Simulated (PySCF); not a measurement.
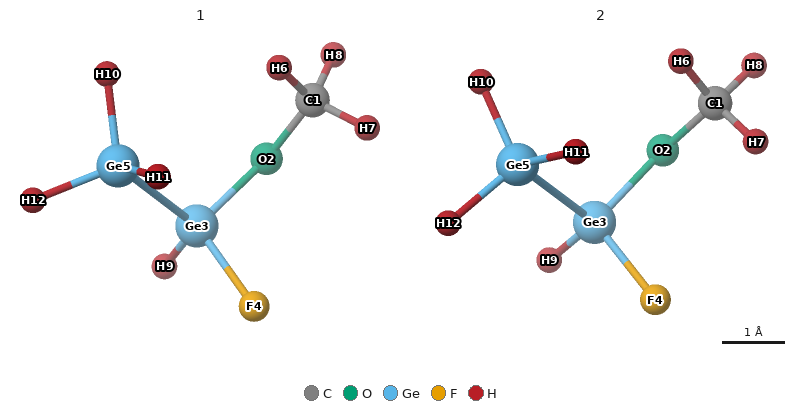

Two geometries of CH$_{7}$FGe$_{2}$O, drawn at one scale. One is the start of a relaxation, the other its converged end. The picture is a ball-and-stick view, seen at a tilt.

These are results of PBE0-D3(BJ)/def2-SVP geometry optimisation, gas phase in PySCF, not measurements. 

Q: Which of the two is the end point?

A: Structure 2 is the relaxed one. The start comes from GFN2-xTB. Its atoms were then displaced at random by about 0.01 Å. The energy falls by 0.164 eV in 12 geometry steps. The largest moves after the best rigid fit, 0.53 Å, are those of H11 and H12. By element the largest moves are H 0.53 Å, F 0.17 Å, O 0.16 Å, C 0.11 Å, Ge 0.11 Å. Some distances before and after: Ge5–H11 1.490 → 1.537 Å, Ge5–H12 1.502 → 1.537 Å, O2–Ge3 1.740 → 1.768 Å, Ge3–H9 1.507 → 1.534 Å. Bond angles that change, for instance: Ge5–Ge3–H9 127.3° → 120.0°, O2–Ge3–H9 99.1° → 105.0°, C1–O2–Ge3 126.0° → 121.0°. Groups turn about C1–O2 by about 25°. The run took 2.5 min on 1 thread of Arm Neoverse V1, on a shared host.
